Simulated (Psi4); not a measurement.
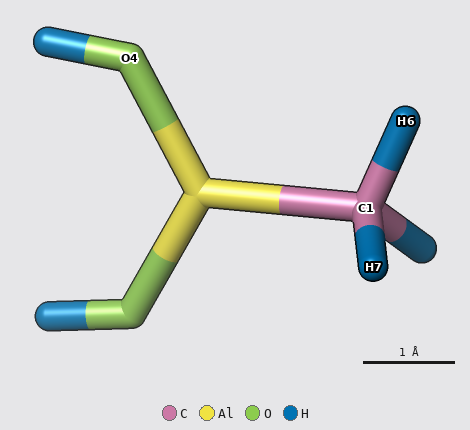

**Figure 1.** The input geometry (stick view, seen at a tilt; atoms are numbered from 1 in the order of the input). Sticks mark near contacts. Bond lengths as drawn: Al–C 1.93 Å, Al–O 1.70 Å, C–H 1.09 Å and H–O 0.95 Å.

**Run report: CH₅AlO₂, property calculation**

System: CH₅AlO₂.
Method: PBE0/def2-TZVPP, RKS, dispersion D4 (Psi4 1.11).

The geometry was optimised with PBE0/def2-TZVP.

### What the program printed
```
=> Loading Basis Set <=

    Name: DEF2-TZVPP
    Role: ORBITAL
    Keyword: BASIS

   => PBE0-D4(BJ,EEQ)ATM: Empirical Dispersion <=

        a1 =       0.400856
        a2 =       5.029288
       alp =      16.000000
        s6 =       1.000000
        s8 =       1.200655
        s9 =       1.000000
        ga =       3.000000
        gc =       2.000000
        wf =       6.000000

         ---------------------------------------------------------
                                   SCF
                              RKS Reference
                        2 Threads,   4196 MiB Core
         ---------------------------------------------------------

  ==> Geometry <==

    Molecular point group: c1
    Full point group: C1

    Geometry (in Angstrom), charge = 0, multiplicity = 1:

       Center              X                  Y                   Z               Mass
    ------------   -----------------  -----------------  -----------------  -----------------
         C           -0.051074980557     1.435188509846    -1.286322615959    12.000000000000
         AL          -0.002017980557    -0.003788490154     0.004392384041    26.981538530000
         O            0.940599019443    -1.373731490154    -0.338154615959    15.994914619570
         O           -0.896187980557     0.143463509846     1.440278384041    15.994914619570
         H           -0.261354980557     1.056718509846    -2.290089615959     1.007825032230
         H           -0.808845980557     2.178913509846    -1.032233615959     1.007825032230
         H            0.915545019443     1.944848509846    -1.337312615959     1.007825032230
         H            1.040538019443    -2.135249490154     0.228385384041     1.007825032230
         H           -0.928550980557    -0.507103490154     2.138176384041     1.007825032230

  Running in c1 symmetry.

  Rotational constants: A =      0.21353  B =      0.18594  C =      0.10124 [cm^-1]
  Rotational constants: A =   6401.48850  B =   5574.34368  C =   3035.22667 [MHz]
  Nuclear repulsion =  158.324016761728672

  Charge       = 0
  Multiplicity = 1
  Electrons    = 40
  Nalpha       = 20
  Nbeta        = 20

  ==> Algorithm <==

  SCF Algorithm Type is DF.
  DIIS enabled.
  MOM disabled.
  Fractional occupation disabled.
  Guess Type is SAD.
  Energy threshold   = 1.00e-06
  Density threshold  = 1.00e-06
  Integral threshold = 1.00e-12

  ==> Primary Basis <==

  Basis Set: DEF2-TZVPP
    Blend: DEF2-TZVPP
    Number of shells: 77
    Number of basis functions: 205
    Number of Cartesian functions: 231
    Spherical Harmonics?: true
    Max angular momentum: 3

  ==> DFT Potential <==

   => LibXC <=

    Version 7.1.2

   => Composite Functional: PBE0-D4BJEEQATM <=

    PBE0-d4bjeeqatm Hyb-GGA Exchange-Correlation Functional

    Deriv               =              1
    GGA                 =           TRUE
    Meta                =          FALSE

    Exchange Hybrid     =           TRUE
    MP2 Hybrid          =          FALSE

   => Exchange Functionals <=

    0.7500   Perdew, Burke & Ernzerhof

   => Exact (HF) Exchange <=

    0.2500               HF

   => Correlation Functionals <=

    1.0000   Perdew, Burke & Ernzerhof

   => LibXC Density Thresholds  <==

    XC_HYB_GGA_XC_PBEH:  1.00E-15

   => Molecular Quadrature <=

    Radial Scheme          =       TREUTLER
    Pruning Scheme         =           NONE
    Nuclear Scheme         =       TREUTLER

    Blocking Scheme        =         OCTREE
    BS radius alpha        =              1
    Pruning alpha          =              1
    Radial Points          =             99
    Spherical Points       =            590
    Total Points           =         500758
    Total Blocks           =           3543
    Max Points             =            256
    Max Functions          =            200
    Weights Tolerance      =       1.00E-15

   => Loading Basis Set <=

    Name: (DEF2-TZVPP AUX)
    Role: JKFIT
    Keyword: DF_BASIS_SCF

  ==> Integral Setup <==

  DFHelper Memory: AOs need 0.142 GiB; user supplied 1.152 GiB.
  SCF_SUBTYPE=INCORE selected. In-core MEM_DF algorithm will be used.
  Using in-core AOs.

  ==> MemDFJK: Density-Fitted J/K Matrices <==

    J tasked:                   Yes
    K tasked:                   Yes
    wK tasked:                   No
    Memory [MiB]:              1180
    Algorithm:                 Core
    Schwarz Cutoff:           1E-12
    Mask sparsity (%):       6.1725
    Fitting Condition:        1E-10

   => Auxiliary Basis Set <=

  Basis Set: (DEF2-TZVPP AUX)
    Blend: DEF2-UNIVERSAL-JKFIT
    Number of shells: 143
    Number of basis functions: 447
    Number of Cartesian functions: 530
    Spherical Harmonics?: true
    Max angular momentum: 4

  Cached 100.0% of DFT collocation blocks in 1.921 [GiB].

  Minimum eigenvalue in the overlap matrix is 4.9345592291E-04.
  Reciprocal condition number of the overlap matrix is 6.7089801410E-05.
    Using symmetric orthogonalization.

  ==> Pre-Iterations <==

  SCF Guess: Superposition of Atomic Densities via on-the-fly atomic UHF (no occupation information).

   -------------------------
    Irrep   Nso     Nmo
   -------------------------
     A        205     205
   -------------------------
    Total     205     205
   -------------------------

  ==> Iterations <==

                           Total Energy        Delta E     RMS |[F,P]|

   @DF-RKS iter SAD:  -432.83036099276427   -4.32830e+02   0.00000e+00
   @DF-RKS iter   1:  -433.25990930176226   -4.29548e-01   6.21261e-03 ADIIS/DIIS
   @DF-RKS iter   2:  -432.51555210162724    7.44357e-01   8.80156e-03 ADIIS/DIIS
   @DF-RKS iter   3:  -433.87346421489235   -1.35791e+00   1.05061e-03 ADIIS/DIIS
   @DF-RKS iter   4:  -433.88827491190341   -1.48107e-02   4.47669e-04 ADIIS/DIIS
   @DF-RKS iter   5:  -433.89234962721611   -4.07472e-03   5.02851e-05 DIIS
   @DF-RKS iter   6:  -433.89237587444501   -2.62472e-05   9.37701e-06 DIIS
   @DF-RKS iter   7:  -433.89237703828780   -1.16384e-06   2.41269e-06 DIIS
   @DF-RKS iter   8:  -433.89237712109650   -8.28087e-08   1.17779e-06 DIIS
   @DF-RKS iter   9:  -433.89237713996340   -1.88669e-08   2.85944e-07 DIIS
  Energy and wave function converged.

  ==> Post-Iterations <==

   Electrons on quadrature grid:
      Ntotal   =   40.0000004987 ; deviation = 4.987e-07

    Orbital Energies [Eh]
    ---------------------

    Doubly Occupied:

       1A    -56.125206     2A    -19.183216     3A    -19.182898
       4A    -10.192810     5A     -4.157843     6A     -2.692386
       7A     -2.686774     8A     -2.684308     9A     -0.998421
      10A     -0.989276    11A     -0.696329    12A     -0.521288
      13A     -0.501268    14A     -0.403764    15A     -0.401858
      16A     -0.375974    17A     -0.342936    18A     -0.330083
      19A     -0.325654    20A     -0.316146

    Virtual:

      21A     -0.003941    22A      0.021889    23A      0.051713
      24A      0.063656    25A      0.103264    26A      0.121242
      27A      0.127431    28A      0.137665    29A      0.179579
      30A      0.198189    31A      0.211822    32A      0.223819
      33A      0.234741    34A      0.253722    35A      0.256263
      36A      0.276893    37A      0.287695    38A      0.333480
      39A      0.348323    40A      0.406321    41A      0.431119
      42A      0.451003    43A      0.466231    44A      0.481222
      45A      0.489826    46A      0.510608    47A      0.518896
      48A      0.525795    49A      0.556728    50A      0.594338
      51A      0.617125    52A      0.644335    53A      0.651186
      54A      0.699089    55A      0.705760    56A      0.721107
      57A      0.736525    58A      0.753660    59A      0.765586
      60A      0.789411    61A      0.805020    62A      0.815093
      63A      0.848063    64A      0.853942    65A      0.887150
      66A      0.919775    67A      0.931989    68A      0.957193
      69A      0.969302    70A      0.999692    71A      1.042000
      72A      1.058341    73A      1.082044    74A      1.108079
      75A      1.129950    76A      1.154026    77A      1.203550
      78A      1.227334    79A      1.262654    80A      1.307387
      81A      1.327591    82A      1.370538    83A      1.421628
      84A      1.474497    85A      1.487130    86A      1.506728
      87A      1.534669    88A      1.588849    89A      1.742622
      90A      1.807163    91A      1.846006    92A      1.883809
      93A      1.901928    94A      1.929373    95A      1.954145
      96A      1.964161    97A      2.001723    98A      2.030119
      99A      2.061210   100A      2.106440   101A      2.189042
     102A      2.205022   103A      2.332490   104A      2.393006
     105A      2.523947   106A      2.565559   107A      2.588980
     108A      2.624223   109A      2.681129   110A      2.683565
     111A      2.749016   112A      2.811328   113A      2.828658
     114A      2.872449   115A      2.895401   116A      2.948804
     117A      2.980754   118A      3.002743   119A      3.105124
     120A      3.111167   121A      3.176460   122A      3.191176
     123A      3.210218   124A      3.227755   125A      3.235281
     126A      3.277470   127A      3.337991   128A      3.351730
     129A      3.355874   130A      3.376417   131A      3.382265
     132A      3.391314   133A      3.399560   134A      3.490160
     135A      3.500161   136A      3.513696   137A      3.550227
     138A      3.571491   139A      3.660438   140A      3.681084
     141A      3.706330   142A      3.808210   143A      3.832822
     144A      3.846554   145A      3.865238   146A      3.887577
     147A      3.907575   148A      3.959279   149A      3.999648
     150A      4.057879   151A      4.066527   152A      4.069480
     153A      4.130187   154A      4.159543   155A      4.174636
     156A      4.260609   157A      4.286870   158A      4.300346
     159A      4.316550   160A      4.360791   161A      4.554995
     162A      4.575652   163A      4.610840   164A      4.941940
     165A      5.002715   166A      5.063725   167A      5.099622
     168A      5.119986   169A      5.146983   170A      5.186432
     171A      5.188641   172A      5.207551   173A      5.212440
     174A      5.249171   175A      5.355148   176A      5.383510
     177A      5.455514   178A      5.475658   179A      5.476860
     180A      5.496095   181A      5.631146   182A      5.648029
     183A      6.448621   184A      6.453010   185A      6.582388
     186A      6.587914   187A      6.590472   188A      6.613899
     189A      6.634553   190A      6.671203   191A      6.674737
     192A      6.687943   193A      6.776427   194A      6.833742
     195A      7.246949   196A      7.320646   197A      7.427390
     198A      7.509032   199A      8.734132   200A      9.275270
     201A      9.761535   202A      9.880206   203A     23.462744
     204A     43.758263   205A     43.850815

    Final Occupation by Irrep:
              A
    DOCC [    20 ]
    NA   [    20 ]
    NB   [    20 ]

  @DF-RKS Final Energy:  -433.89237713996340

   => Energetics <=

    Nuclear Repulsion Energy =            158.3240167617286716
    One-Electron Energy =                -915.0627725365295646
    Two-Electron Energy =                 355.3891444221749225
    DFT Exchange-Correlation Energy =     -32.5386831663108893
    Empirical Dispersion Energy =          -0.0040826210265464
    VV10 Nonlocal Energy =                  0.0000000000000000
    Total Energy =                       -433.8923771399634006

Computation Completed

Properties will be evaluated at   0.000000,   0.000000,   0.000000 [a0]

Properties computed using the SCF density matrix

 Multipole Moments:

 ------------------------------------------------------------------------------------
     Multipole            Electronic (a.u.)      Nuclear  (a.u.)        Total (a.u.)
 ------------------------------------------------------------------------------------

 L = 1.  Multiply by 2.5417464519 to convert [e a0] to [Debye]
 Dipole X            :          0.0640934           -0.0379159            0.0261775
 Dipole Y            :         -2.8455217            2.3770192           -0.4685025
 Dipole Z            :          2.5681300           -2.1484649            0.4196652
 Magnitude           :                                                    0.6295226

 ------------------------------------------------------------------------------------

	total time  =         14 seconds =       0.23 minutes

Properties will be evaluated at   0.000000,   0.000000,   0.000000 [a0]

Properties computed using the PBE0-D4 density matrix

 Multipole Moments:

 ------------------------------------------------------------------------------------
     Multipole            Electronic (a.u.)      Nuclear  (a.u.)        Total (a.u.)
 ------------------------------------------------------------------------------------

 L = 1.  Multiply by 2.5417464519 to convert [e a0] to [Debye]
 Dipole X            :          0.0640934           -0.0379159            0.0261775
 Dipole Y            :         -2.8455217            2.3770192           -0.4685025
 Dipole Z            :          2.5681300           -2.1484649            0.4196652
 Magnitude           :                                                    0.6295226

 ------------------------------------------------------------------------------------
  Mulliken Charges: (a.u.)
   Center  Symbol    Alpha    Beta     Spin     Total
       1     C     3.23921  3.23921  0.00000 -0.47841
       2    AL     6.17066  6.17066  0.00000  0.65867
       3     O     4.21194  4.21194  0.00000 -0.42388
       4     O     4.21090  4.21090  0.00000 -0.42179
       5     H     0.44838  0.44838  0.00000  0.10323
       6     H     0.44561  0.44561  0.00000  0.10877
       7     H     0.45084  0.45084  0.00000  0.09832
       8     H     0.41145  0.41145  0.00000  0.17710
       9     H     0.41101  0.41101  0.00000  0.17798

   Total alpha = 20.00000, Total beta = 20.00000, Total charge = -0.00000

  Lowdin Charges: (a.u.)
   Center  Symbol    Alpha    Beta     Spin     Total
       1     C     3.06835  3.06835  0.00000 -0.13669
       2    AL     6.48459  6.48459  0.00000  0.03083
       3     O     3.91174  3.91174  0.00000  0.17653
       4     O     3.91174  3.91174  0.00000  0.17652
       5     H     0.49202  0.49202  0.00000  0.01596
       6     H     0.49203  0.49203  0.00000  0.01594
       7     H     0.49205  0.49205  0.00000  0.01590
       8     H     0.57387  0.57387  0.00000 -0.14773
       9     H     0.57363  0.57363  0.00000 -0.14725

  Total alpha = 20.00000, Total beta = 20.00000, Total charge = -0.00000

  Wiberg Bond Indices using Orthogonal Lowdin Orbitals:

  Irrep: 1 Size: 9 x 9

                 1                   2                   3                   4                   5

    1     0.00000000000000     1.04158157008640     0.04710866341468     0.04685230312140     0.95348186572857
    2     1.04158157008640     0.00000000000000     1.57749398150946     1.57774344425613     0.14969974382946
    3     0.04710866341468     1.57749398150946     0.00000000000000     0.03910086521520     0.00288552110795
    4     0.04685230312140     1.57774344425613     0.03910086521520     0.00000000000000     0.00269657497518
    5     0.95348186572857     0.14969974382946     0.00288552110795     0.00269657497518     0.00000000000000
    6     0.95492029910156     0.14650197291535     0.00272038682786     0.00293409050647     0.09245993009839
    7     0.95274571335060     0.15136531354301     0.00282896687830     0.00270139813192     0.09506240621192
    8     0.00752555301031     0.19975887026074     1.44771632429859     0.00560401056106     0.00055627307371
    9     0.00756563202636     0.20011169853440     0.00563576406897     1.44695182100417     0.00077729212658

                 6                   7                   8                   9

    1     0.95492029910156     0.95274571335060     0.00752555301031     0.00756563202636
    2     0.14650197291535     0.15136531354301     0.19975887026074     0.20011169853440
    3     0.00272038682786     0.00282896687830     1.44771632429859     0.00563576406897
    4     0.00293409050647     0.00270139813192     0.00560401056106     1.44695182100417
    5     0.09245993009839     0.09506240621192     0.00055627307371     0.00077729212658
    6     0.00000000000000     0.09330770439844     0.00097801711693     0.00057193652597
    7     0.09330770439844     0.00000000000000     0.00055406424115     0.00066288803663
    8     0.00097801711693     0.00055406424115     0.00000000000000     0.00093593206120
    9     0.00057193652597     0.00066288803663     0.00093593206120     0.00000000000000

  Atomic Valences:

 #  #
 Irrep: 1
      1:    4.011781599839883
      2:    5.044256594934939
      3:    3.125490473320999
      4:    3.124584507771527
      5:    1.297619607151763
      6:    1.294394337490973
      7:    1.299228454791970
      8:    1.663629044623689
      9:    1.663212964384267
```

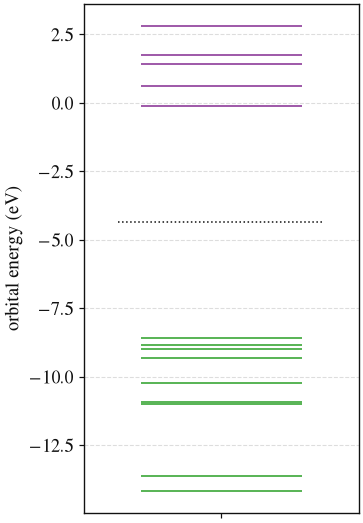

**Figure 2.** Orbital energies near the frontier; the dotted line parts filled from empty levels, and levels within 0.02 eV of each other stand side by side. Highest filled −8.60 eV, lowest empty −0.11 eV, 8.49 eV apart.

The run was set up as follows.

### Input file (job.py)
```python
import psi4

psi4.set_memory(4400000000)
psi4.set_num_threads(2)
psi4.core.set_output_file('run.log', False)

geom = psi4.geometry("""
C     -0.044198     1.024181    -0.952569
Al     0.004859    -0.414796     0.338146
O      0.947476    -1.784739    -0.004401
O     -0.889311    -0.267544     1.774032
H     -0.254478     0.645711    -1.956336
H     -0.801969     1.767906    -0.698480
H      0.922422     1.533841    -1.003559
H      1.047415    -2.546257     0.562139
H     -0.921674    -0.918111     2.471930
symmetry c1
""")

psi4.set_options({
    'reference': 'rks',
    'scf_type': 'df',
    'dft_radial_points': 99,
    'dft_spherical_points': 590,
})

energy_value, wavefunction = psi4.energy("pbe0-d4/def2-TZVPP", return_wfn=True)
psi4.oeprop(wavefunction, "DIPOLE", "MULLIKEN_CHARGES", "LOWDIN_CHARGES", "WIBERG_LOWDIN_INDICES", title="PBE0-D4")
print(f'total energy {energy_value:.8f} hartree = {energy_value * 27.211386:.5f} eV')
```

Launched with:
```bash
python job.py
```

### Summary

| quantity | value |
| --- | --- |
| outcome | converged |
| total energy | −433.892377 hartree |
| dispersion energy | −0.004083 hartree |
| basis functions | 205 |
| HOMO | −8.60 eV |
| LUMO | −0.11 eV |
| dipole moment | 1.60 D |
| hardware | 2 threads of Intel Xeon (Sapphire Rapids), 32 GiB of memory available, shared host |
| wall time | 15 s (CPU time 45 s) |
| peak memory | 2.4 GiB |
